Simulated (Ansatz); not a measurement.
# CH7BSi (SMILES CB[SiH3]) at CAM-B3LYP/6-311+G(d,p)

What is the vertical singlet–triplet gap of CH7BSi at CAM-B3LYP/6-311+G**? 

The results are computed with Ansatz 0.2.0.

65 further runs of the same task are left out: 65 set aside as unsound or not needed.

## 1. The structure to begin with

The species is CH7BSi (10 atoms), meant as a singlet with charge 0. SMILES: `CB[SiH3]`. Geometry: relaxed at PBE0-D4/def2-TZVP.

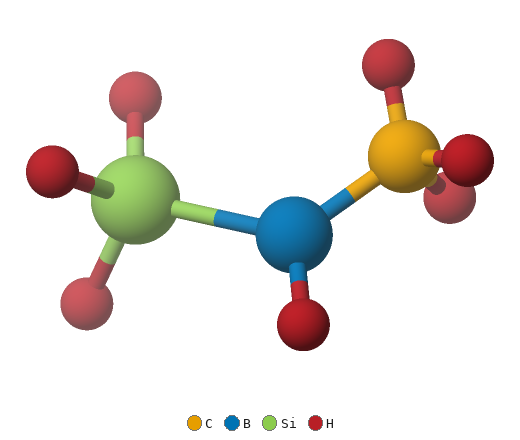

Viewed from a chosen angle; carbon amber, boron blue, silicon green, hydrogen red.

## 2. The energy at CAM-B3LYP/6-311+G(d,p)

Contents of molecule.yaml:

```yaml
crystal:
  periodic: [false, false, false]
  atoms:
    - symbol: C
      position_ang: [-1.087900, 0.975000, -0.576900]
    - symbol: B
      position_ang: [0.112000, 0.000300, -0.689900]
    - symbol: Si
      position_ang: [1.014100, -0.883100, 0.884800]
    - symbol: H
      position_ang: [-1.958400, 0.307500, -0.716200]
    - symbol: H
      position_ang: [-1.157900, 1.712200, -1.380000]
    - symbol: H
      position_ang: [-1.228600, 1.454100, 0.393400]
    - symbol: H
      position_ang: [0.516800, -0.288200, -1.783700]
    - symbol: H
      position_ang: [1.154200, -2.354100, 0.685500]
    - symbol: H
      position_ang: [0.324900, -0.654200, 2.186700]
    - symbol: H
      position_ang: [2.393700, -0.320800, 0.999300]
basis:
  gaussian:
    orbitals: 6-311+G_st__st_-spherical.json
hamiltonian:
  xc: {name: CAM-B3LYP}
accuracy: high
output: {orbitals: {seedname: orbitals}}
```

The basis set 6-311+G** is read from a file made from the Basis Set Exchange's data (not shown).

Launch:

```
$ ansatz run molecule.yaml --threads 1 --pin off --max-ram 3480MiB --events-out events.jsonl --progress --plain --runs-dir runs
```

What it wrote:

```text
Warning: RAYON_NUM_THREADS=1 ignored (pool sized by the plan → 1); use --threads N
Functional definition: CAM-B3LYP
  name "CAM-B3LYP"
  parameter alpha = 0.19
  parameter beta = 0.46
  parameter omega = 0.33/bohr
  parameter ac = 0.81
  exchange = (1 - alpha - beta)*b88_x + beta*b88_x_sr(omega) + alpha*exact_x + beta*exact_x_lr(omega)
  correlation = (1 - ac)*vwn5_c + ac*lyp_c
2301 factors; integrals over basis functions are off by at most 4.2e-9 eV
550 factors; integrals over basis functions are off by at most 3.4e-9 eV
mean field evaluation 1: about -9699.3545 eV, gradient 4.4e1 eV
mean field evaluation 2: about -9700.3405 eV, gradient 3.7e1 eV
mean field evaluation 4: about -9703.8154 eV, gradient 6.3e-1 eV
mean field evaluation 8: about -9703.8145 eV, gradient 2.4e-2 eV
mean field evaluation 16: about -9703.8145 eV, gradient 9.1e-6 eV
mean field -9703.81453864 eV, -356.6086068131 hartree, gradient 1.8e-8 eV, S^2 0.000000; 0 other end points of the search recorded, 0 dependent functions left out
reference -9703.81456390 eV, -356.6086077415 hartree; 16, 16 occupied and 100, 100 virtual orbitals, 2301 factors
Total energy: -9703.81456390 eV, -356.6086077415 hartree
```

Run time: 11 s. Hardware: 1 thread of Arm Neoverse V2, shared host; peak memory 0.43 GiB.

## 3. The triplet

Contents of job.yaml:

```yaml
basis:
  gaussian:
    orbitals: 6-311+G_st__st_-spherical.json
crystal:
  periodic: [false, false, false]
  atoms:
    - symbol: C
      position_ang: [-1.087900, 0.975000, -0.576900]
    - symbol: B
      position_ang: [0.112000, 0.000300, -0.689900]
    - symbol: Si
      position_ang: [1.014100, -0.883100, 0.884800]
    - symbol: H
      position_ang: [-1.958400, 0.307500, -0.716200]
    - symbol: H
      position_ang: [-1.157900, 1.712200, -1.380000]
    - symbol: H
      position_ang: [-1.228600, 1.454100, 0.393400]
    - symbol: H
      position_ang: [0.516800, -0.288200, -1.783700]
    - symbol: H
      position_ang: [1.154200, -2.354100, 0.685500]
    - symbol: H
      position_ang: [0.324900, -0.654200, 2.186700]
    - symbol: H
      position_ang: [2.393700, -0.320800, 0.999300]
output: {orbitals: {seedname: orbitals}}
magnetization:
  spin_polarized: true
  initial_magnetization: 2
accuracy: high
hamiltonian:
  xc: {name: CAM-B3LYP}
```

The basis set 6-311+G** is read from a file made from the Basis Set Exchange's data (not shown).

Launch:

```
$ ansatz run job.yaml --threads 1 --pin off --max-ram 3480MiB --events-out events.jsonl --progress --plain --runs-dir runs
```

What it wrote (excerpt; [...] marks lines left out):

```text
Warning: RAYON_NUM_THREADS=1 ignored (pool sized by the plan → 1); use --threads N
Functional definition: CAM-B3LYP
  name "CAM-B3LYP"
[...]
2301 factors; integrals over basis functions are off by at most 4.2e-9 eV
550 factors; integrals over basis functions are off by at most 3.4e-9 eV
[...]
mean field -9699.97321283 eV, -356.4674406934 hartree, gradient 5.6e-8 eV, S^2 2.004617; 2 other end points of the search recorded, 0 dependent functions left out
reference -9699.97323839 eV, -356.4674416327 hartree; 17, 15 occupied and 99, 101 virtual orbitals, 2301 factors
Total energy: -9699.97323839 eV, -356.4674416327 hartree
```

Run time: 23 s. Hardware: 1 thread of Arm Neoverse V2, shared host; peak memory 0.59 GiB.

## 4. Results

Level: CAM-B3LYP/6-311+G**.

```
                                        quantity          value
                           singlet: total energy  -356.60861 Eh
                            singlet: HOMO energy       -9.30 eV
                            singlet: LUMO energy       -0.67 eV
                          singlet: HOMO–LUMO gap        8.63 eV
                           triplet: total energy  -356.46744 Eh
     triplet: HOMO energy (highest over α and β)       -5.51 eV
      triplet: LUMO energy (lowest over α and β)       -4.53 eV
                                   triplet: ⟨S²⟩          2.005
vertical energy of the triplet above the singlet       3.841 eV
```

At this shape the triplet lies 3.84 eV (89 kcal/mol) above the singlet.
